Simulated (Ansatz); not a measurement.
## Run report: HfNH$_{4}$F$_{3}$, geometry relaxation (part 1 of 2)

The run: geometry relaxation of HfNH$_{4}$F$_{3}$. Method and program: RKS PBE-D4/def2-SVP (Ansatz 0.2.0).

It belongs to a series of runs on one base structure; here: end point A relaxed. Figures and captions count atoms from 1; the log counts them from 0 in places.

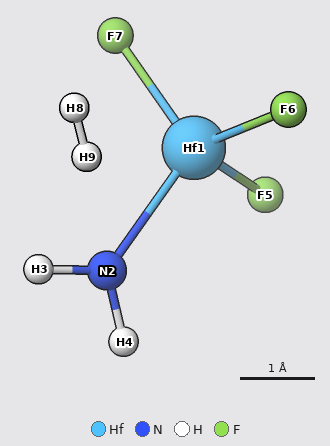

*The structure as given in the input (ball-and-stick view, seen at a tilt; atoms are numbered from 1 in the order of the input). Sticks mark near contacts.*

### Input
```yaml
crystal:
  periodic: [false, false, false]
  atoms:
    - { symbol: Hf, position_ang: [0.148121, -0.037627, 0.088334] }
    - { symbol: "N", position_ang: [0.085943, 0.001839, 2.236356] }
    - { symbol: H, position_ang: [-0.588539, -0.458615, 2.856219] }
    - { symbol: H, position_ang: [0.874404, 0.340826, 2.801175] }
    - { symbol: F, position_ang: [2.009193, 0.030166, -0.365231] }
    - { symbol: F, position_ang: [-0.692324, 1.5191, -0.667877] }
    - { symbol: F, position_ang: [-0.676929, -1.606238, -0.648305] }
    - { symbol: H, position_ang: [-2.669675, 0.002699, 1.252257] }
    - { symbol: H, position_ang: [-2.086694, 0.219351, 1.621971] }
basis:
  gaussian: { orbitals: def2-SVP }
hamiltonian:
  xc: pbe
  dispersion: d4
relax:
  f_tol: 0.03
  max_steps: 50
output:
  orbitals: {}
```

Machine: 2 threads of Arm Neoverse V1, 24 GiB of memory available, shared host.

Launched with:
```bash
ansatz run input.yaml --threads 2 --pin off --max-ram 3072MiB --backend cpu --events-out ev --progress --plain --runs-dir out
```

### What the program printed
```
The last accepted step is kept in [file] (removed where the run ends without a failure and the disk answers)
Engine: ansatz 0.2.0, aarch64-unknown-linux-gnu
Functional definition: PBE
  parameter kappa = 0.804
  parameter beta = 0.06672455060314922
  exchange = pbe_x(kappa = kappa, mu = beta*pi^2/3)
  correlation = pbe_c(beta = beta)
1162 factors; their error is unknown
mean field evaluation 1: about -10989.2222 eV, gradient 8.7e1 eV
mean field evaluation 2: about -10874.6478 eV, gradient 2.3e2 eV
mean field evaluation 4: about -11002.9167 eV, gradient 1.2e1 eV
mean field evaluation 8: about -11003.2092 eV, gradient 1.9e-1 eV
mean field evaluation 16: about -11003.1175 eV, gradient 2.4e-3 eV
mean field -11003.11752770 eV, -404.3571109621 hartree, gradient 4.8e-5 eV, S^2 0.000000; 0 other end points of the search recorded, 0 dependent functions left out
the calculation of the forces begins
reference -11003.11760218 eV, -404.3571136990 hartree; 25, 25 occupied and 83, 83 virtual orbitals, 1162 factors
relax step   1: F+E_penalty+E_count = -11003.25357054 eV  Δ(F+E_penalty+E_count) = +0.000e0 eV  max|allowed force component| = 1.807e0 eV/Å  Δτ_max = 0.0000 Å  (28 SCF iters, accepted)
these checks for a lower state are left out or cut short: starts, cluster_reference, orbital_swaps, neighbouring_geometries, increment
1162 factors; their error is unknown
mean field -11003.28568495 eV, -404.3632906269 hartree, gradient 1.1e-5 eV, S^2 0.000000; 0 other end points of the search recorded, 0 dependent functions left out
[... from here on the field's lines of each further geometry are left out, up to the last ...]
relax step   2: F+E_penalty+E_count = -11003.42404867 eV  Δ(F+E_penalty+E_count) = -1.705e-1 eV  max|allowed force component| = 1.008e0 eV/Å  Δτ_max = 0.1943 Å  (33 SCF iters, accepted)
relax step   3: F+E_penalty+E_count = -11003.45677576 eV  Δ(F+E_penalty+E_count) = -3.273e-2 eV  max|allowed force component| = 1.008e-1 eV/Å  Δτ_max = 0.1949 Å  (35 SCF iters, accepted)
relax step   4: F+E_penalty+E_count = -11003.46434976 eV  Δ(F+E_penalty+E_count) = -7.574e-3 eV  max|allowed force component| = 1.004e-1 eV/Å  Δτ_max = 0.0755 Å  (28 SCF iters, accepted)
relax step   5: F+E_penalty+E_count = -11003.46733113 eV  Δ(F+E_penalty+E_count) = -2.981e-3 eV  max|allowed force component| = 9.574e-2 eV/Å  Δτ_max = 0.0465 Å  (29 SCF iters, accepted)
relax step   6: F+E_penalty+E_count = -11003.47040070 eV  Δ(F+E_penalty+E_count) = -3.070e-3 eV  max|allowed force component| = 1.925e-1 eV/Å  Δτ_max = 0.0861 Å  (28 SCF iters, accepted)
relax step   7: F+E_penalty+E_count = -11003.47279315 eV  Δ(F+E_penalty+E_count) = -2.392e-3 eV  max|allowed force component| = 1.669e-1 eV/Å  Δτ_max = 0.0493 Å  (28 SCF iters, accepted)
relax step   8: F+E_penalty+E_count = -11003.47687044 eV  Δ(F+E_penalty+E_count) = -4.077e-3 eV  max|allowed force component| = 5.130e-2 eV/Å  Δτ_max = 0.1142 Å  (28 SCF iters, accepted)
relax step   9: F+E_penalty+E_count = -11003.47699555 eV  Δ(F+E_penalty+E_count) = -1.251e-4 eV  max|allowed force component| = 5.013e-2 eV/Å  Δτ_max = 0.0027 Å  (31 SCF iters, accepted)
relax step  10: F+E_penalty+E_count = -11003.40044721 eV  Δ(F+E_penalty+E_count) = +7.655e-2 eV  max|allowed force component| = 1.754e0 eV/Å  Δτ_max = 0.1955 Å  (28 SCF iters, rejected (line search))
relax step  11: F+E_penalty+E_count = -11003.47952656 eV  Δ(F+E_penalty+E_count) = -2.531e-3 eV  max|allowed force component| = 6.860e-2 eV/Å  Δτ_max = 0.0953 Å  (28 SCF iters, accepted)
relax step  12: F+E_penalty+E_count = -11003.47967551 eV  Δ(F+E_penalty+E_count) = -1.490e-4 eV  max|allowed force component| = 1.671e-1 eV/Å  Δτ_max = 0.0587 Å  (29 SCF iters, accepted)
relax step  13: F+E_penalty+E_count = -11003.47366676 eV  Δ(F+E_penalty+E_count) = +6.009e-3 eV  max|allowed force component| = 1.009e-1 eV/Å  Δτ_max = 0.1283 Å  (35 SCF iters, rejected (line search))
relax step  14: F+E_penalty+E_count = -11003.48255049 eV  Δ(F+E_penalty+E_count) = -2.875e-3 eV  max|allowed force component| = 1.007e-1 eV/Å  Δτ_max = 0.0621 Å  (27 SCF iters, accepted)
relax step  15: F+E_penalty+E_count = -11003.48168388 eV  Δ(F+E_penalty+E_count) = +8.666e-4 eV  max|allowed force component| = 3.192e-1 eV/Å  Δτ_max = 0.0740 Å  (28 SCF iters, rejected (line search))
relax step  16: F+E_penalty+E_count = -11003.48351971 eV  Δ(F+E_penalty+E_count) = -9.692e-4 eV  max|allowed force component| = 5.714e-2 eV/Å  Δτ_max = 0.0362 Å  (29 SCF iters, accepted)
relax step  17: F+E_penalty+E_count = -11003.48452058 eV  Δ(F+E_penalty+E_count) = -1.001e-3 eV  max|allowed force component| = 3.293e-2 eV/Å  Δτ_max = 0.0368 Å  (29 SCF iters, accepted)
relax step  18: F+E_penalty+E_count = -11003.48551401 eV  Δ(F+E_penalty+E_count) = -9.934e-4 eV  max|allowed force component| = 9.105e-2 eV/Å  Δτ_max = 0.0558 Å  (29 SCF iters, accepted)
relax step  19: F+E_penalty+E_count = -11003.48528288 eV  Δ(F+E_penalty+E_count) = +2.311e-4 eV  max|allowed force component| = 1.820e-1 eV/Å  Δτ_max = 0.0537 Å  (28 SCF iters, rejected (line search))
relax step  20: F+E_penalty+E_count = -11003.48627278 eV  Δ(F+E_penalty+E_count) = -7.588e-4 eV  max|allowed force component| = 4.432e-2 eV/Å  Δτ_max = 0.0268 Å  (29 SCF iters, accepted)
relax step  21: F+E_penalty+E_count = -11003.48690202 eV  Δ(F+E_penalty+E_count) = -6.292e-4 eV  max|allowed force component| = 6.156e-2 eV/Å  Δτ_max = 0.0419 Å  (29 SCF iters, accepted)
relax step  22: F+E_penalty+E_count = -11003.48699973 eV  Δ(F+E_penalty+E_count) = -9.771e-5 eV  max|allowed force component| = 1.422e-1 eV/Å  Δτ_max = 0.0529 Å  (29 SCF iters, accepted)
relax step  23: F+E_penalty+E_count = -11003.48735546 eV  Δ(F+E_penalty+E_count) = -3.557e-4 eV  max|allowed force component| = 9.652e-2 eV/Å  Δτ_max = 0.0217 Å  (30 SCF iters, accepted)
relax step  24: F+E_penalty+E_count = -11003.48760810 eV  Δ(F+E_penalty+E_count) = -2.526e-4 eV  max|allowed force component| = 4.212e-2 eV/Å  Δτ_max = 0.0058 Å  (32 SCF iters, accepted)
the calculation of the forces begins
reference -11003.35056938 eV, -404.3656750857 hartree; 25, 25 occupied and 83, 83 virtual orbitals, 1162 factors
relax step  25: F+E_penalty+E_count = -11003.48773000 eV  Δ(F+E_penalty+E_count) = -1.219e-4 eV  max|allowed force component| = 1.571e-2 eV/Å  Δτ_max = 0.0150 Å  (29 SCF iters, accepted)
1162 factors; their error is unknown
mean field evaluation 192: about -11003.4401 eV, gradient 9.5e-5 eV
```

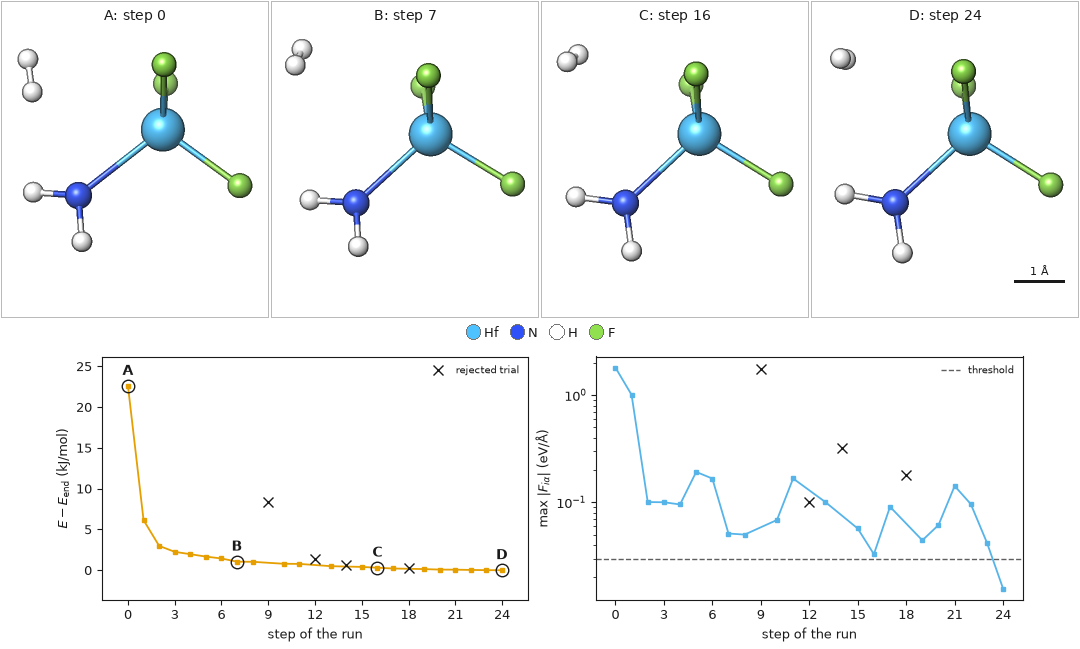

*Frames of the relaxation (ball-and-stick view, seen at a tilt) above the curves, on which the letters mark them (the first geometry is step 0 here and step 1 in the log).*

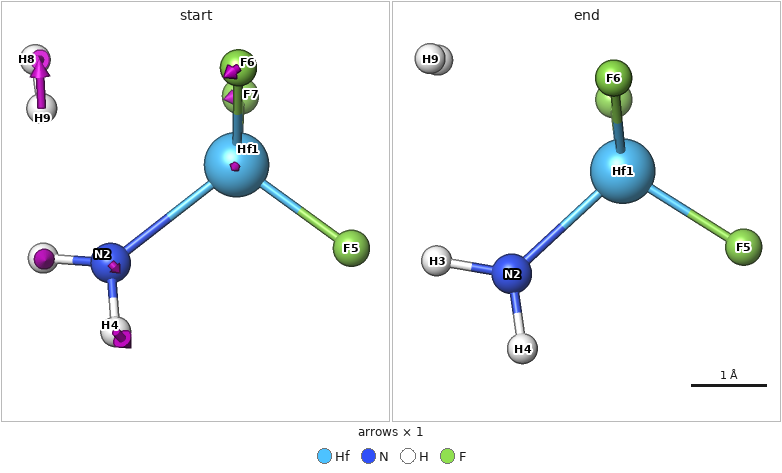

*Before (left) and after (right) the relaxation, at one scale (ball-and-stick view, seen at a tilt). The pink arrows give the displacements, at true length.*

The energy falls by 22.6 kJ/mol in 24 geometry steps. Largest force component: 1.8 eV/Å at the start, 0.016 eV/Å at the end. The line search rejected the trial steps at points 9, 12, 14, 18 (counted from 0) and went back. The atom that moves furthest after the best rigid fit is H9 (0.67 Å). Largest moves by element: H 0.67 Å, F 0.27 Å, N 0.20 Å, Hf 0.12 Å. Among the contacts that change: Hf1–N2 2.149 → 2.031 Å, H8–H9 0.724 → 0.770 Å, Hf1–F6 1.924 → 1.931 Å. Among the angles that change: F5–Hf1–F6 107.6° → 110.5°, Hf1–N2–H4 122.2° → 124.8°, N2–Hf1–F7 112.7° → 110.2°. (Atoms are counted from 1 in the order of the input.)

```
mean field -11003.35049416 eV, -404.3656723215 hartree, gradient 9.5e-6 eV, S^2 0.000000; 1 other end points of the search recorded, 0 dependent functions left out
the calculation of the forces begins
reference -11003.35056938 eV, -404.3656750857 hartree; 25, 25 occupied and 83, 83 virtual orbitals, 1162 factors
Total energy: -11003.48780522 eV, -404.3707184098 hartree
Atom 0 at     0.170231     0.013161     0.191625 Å, force    -0.000573     0.004943    -0.001323 eV/Å
Atom 1 at     0.295564    -0.024607     2.218378 Å, force    -0.000461     0.000019    -0.004438 eV/Å
Atom 2 at    -0.484638    -0.069686     2.882755 Å, force     0.000238     0.000722     0.004118 eV/Å
Atom 3 at     1.172285     0.006169     2.751769 Å, force    -0.000178    -0.002281     0.002271 eV/Å
Atom 4 at     1.991478    -0.014048    -0.413343 Å, force     0.001143    -0.000809    -0.000472 eV/Å
Atom 5 at    -0.713568     1.627377    -0.392295 Å, force    -0.000701    -0.002243    -0.000379 eV/Å
Atom 6 at    -0.812469    -1.523439    -0.443310 Å, force     0.000887    -0.000228     0.000170 eV/Å
Atom 7 at    -2.606782    -0.381888     1.128773 Å, force    -0.001326     0.015586     0.003830 eV/Å
Atom 8 at    -2.608602     0.378461     1.250548 Å, force     0.000971    -0.015710    -0.003778 eV/Å
Dipole moment:    -0.030992    -0.017835     0.557575 e Å
```

### Trajectory as extended XYZ (Å, eV, eV/Å), 25 frames, from step=1 to step=25
```
9
Properties=species:S:1:pos:R:3:forces:R:3 step=1 energy=-11003.25357
Hf    0.1481   -0.0376    0.0883   -0.0445   0.0403   1.8071
N     0.0859    0.0018    2.2364    0.2549  -0.0899  -1.6969
H    -0.5885   -0.4586    2.8562    0.0521   0.0113  -0.0005
H     0.8744    0.3408    2.8012   -0.0226   0.0018   0.0020
F     2.0092    0.0302   -0.3652   -0.0410   0.0279  -0.0180
F    -0.6923    1.5191   -0.6679    0.0316   0.0270   0.0014
F    -0.6769   -1.6062   -0.6483   -0.0276  -0.0468   0.0134
H    -2.6697    0.0027    1.2523   -1.5309  -0.5937  -1.0230
H    -2.0867    0.2194    1.6220    1.3279   0.6223   0.9145
9
Properties=species:S:1:pos:R:3:forces:R:3 step=2 energy=-11003.42405
Hf    0.1602   -0.0430    0.1778    0.1387  -0.0471  -1.0078
N     0.1859   -0.0403    2.1793    0.0288  -0.0115   0.8312
H    -0.4870   -0.4743    2.8204    0.0400   0.0203   0.0673
H     0.9551    0.3564    2.7355   -0.0663  -0.0215   0.0186
F     2.0065    0.0376   -0.3292    0.0991   0.0358   0.0070
F    -0.6740    1.5180   -0.5798   -0.0656   0.1962   0.0478
F    -0.6784   -1.6055   -0.5626   -0.1208  -0.1726   0.0681
H    -2.8036   -0.0368    1.1418    0.2387   0.1175   0.1608
H    -2.2612    0.2993    1.5918   -0.2926  -0.1171  -0.1929
9
Properties=species:S:1:pos:R:3:forces:R:3 step=3 energy=-11003.45678
Hf    0.2098   -0.0493    0.1536    0.0525  -0.0096  -0.0093
N     0.2512   -0.0489    2.1931   -0.0130  -0.0253  -0.1008
H    -0.4031   -0.4939    2.8460   -0.0030   0.0141   0.0022
H     1.0179    0.3643    2.7394   -0.0467   0.0025  -0.0024
F     2.0566    0.0397   -0.3573    0.0118   0.0175  -0.0203
F    -0.6370    1.5349   -0.5537    0.0114   0.0008   0.0625
F    -0.6597   -1.6239   -0.5371   -0.0316   0.0062   0.0751
H    -2.9777   -0.0253    1.1197    0.0354  -0.0196  -0.0137
H    -2.4545    0.3138    1.5712   -0.0169   0.0133   0.0067
9
Properties=species:S:1:pos:R:3:forces:R:3 step=4 energy=-11003.46435
Hf    0.2148   -0.0548    0.1461   -0.0885  -0.0079   0.0690
N     0.2474   -0.0690    2.1826    0.0686   0.0667  -0.0108
H    -0.4234   -0.4950    2.8321    0.0096  -0.0075  -0.0345
H     0.9805    0.3911    2.7401   -0.0660  -0.0443  -0.0445
F     2.0570    0.0400   -0.3837    0.0292   0.0038  -0.0228
F    -0.6374    1.5493   -0.5116    0.0422  -0.0471   0.0285
F    -0.6914   -1.6292   -0.5014    0.0093   0.0477   0.0284
H    -2.9102   -0.0492    1.0959    0.0959   0.0497   0.0799
H    -2.4338    0.3284    1.5747   -0.1004  -0.0611  -0.0932
9
Properties=species:S:1:pos:R:3:forces:R:3 step=5 energy=-11003.46733
Hf    0.2158   -0.0488    0.1538   -0.0892  -0.0212   0.0190
N     0.2542   -0.0594    2.1862    0.0957   0.0501   0.0550
H    -0.4073   -0.5015    2.8346    0.0019   0.0004  -0.0354
H     0.9907    0.3937    2.7446   -0.0650  -0.0326  -0.0393
F     2.0528    0.0294   -0.4011    0.0175  -0.0059  -0.0093
F    -0.6242    1.5644   -0.4936    0.0247  -0.0176   0.0128
F    -0.7211   -1.6148   -0.4686    0.0175   0.0348   0.0052
H    -2.9019   -0.0804    1.0688    0.0909   0.0545   0.0802
H    -2.4555    0.3288    1.5502   -0.0940  -0.0626  -0.0882
9
Properties=species:S:1:pos:R:3:forces:R:3 step=6 energy=-11003.47040
Hf    0.2154   -0.0429    0.1653   -0.0109  -0.0085  -0.0534
N     0.2767   -0.0489    2.1934    0.0639   0.0243   0.0889
H    -0.3825   -0.4976    2.8396    0.0022   0.0012  -0.0245
H     1.0019    0.4184    2.7529   -0.0325  -0.0213  -0.0219
F     2.0450   -0.0085   -0.4288   -0.0509  -0.0113   0.0205
F    -0.5847    1.5988   -0.4564    0.0077   0.0009  -0.0030
F    -0.7759   -1.5814   -0.4413    0.0189   0.0181  -0.0001
H    -2.8802   -0.1548    1.0315    0.1554   0.1719   0.1861
H    -2.5123    0.3284    1.5188   -0.1538  -0.1754  -0.1925
9
Properties=species:S:1:pos:R:3:forces:R:3 step=7 energy=-11003.47279
Hf    0.2075   -0.0360    0.1700   -0.0113  -0.0079   0.0011
N     0.2822   -0.0422    2.1995    0.0480   0.0095   0.0293
H    -0.3744   -0.4931    2.8466   -0.0033   0.0056  -0.0175
H     1.0139    0.4166    2.7563   -0.0168  -0.0112  -0.0096
F     2.0337   -0.0247   -0.4324   -0.0336  -0.0066   0.0113
F    -0.5760    1.6142   -0.4504    0.0035   0.0058  -0.0027
F    -0.7985   -1.5664   -0.4321    0.0115   0.0079  -0.0039
H    -2.8493   -0.1912    1.0191    0.1159   0.1630   0.1588
H    -2.5355    0.3342    1.4984   -0.1138  -0.1661  -0.1669
9
Properties=species:S:1:pos:R:3:forces:R:3 step=8 energy=-11003.47687
Hf    0.1915   -0.0267    0.1819    0.0513  -0.0092  -0.0037
N     0.2986   -0.0425    2.2100   -0.0074  -0.0083  -0.0116
H    -0.3794   -0.4732    2.8498    0.0395   0.0330   0.0065
H     1.0454    0.3914    2.7662   -0.0293  -0.0278   0.0080
F     2.0091   -0.0375   -0.4409   -0.0166   0.0164   0.0103
F    -0.5873    1.6324   -0.4241   -0.0090   0.0013  -0.0037
F    -0.8065   -1.5609   -0.4230   -0.0335  -0.0003   0.0061
H    -2.7960   -0.2586    1.0510    0.0115  -0.0107  -0.0094
H    -2.5719    0.3871    1.4039   -0.0065   0.0058  -0.0026
```
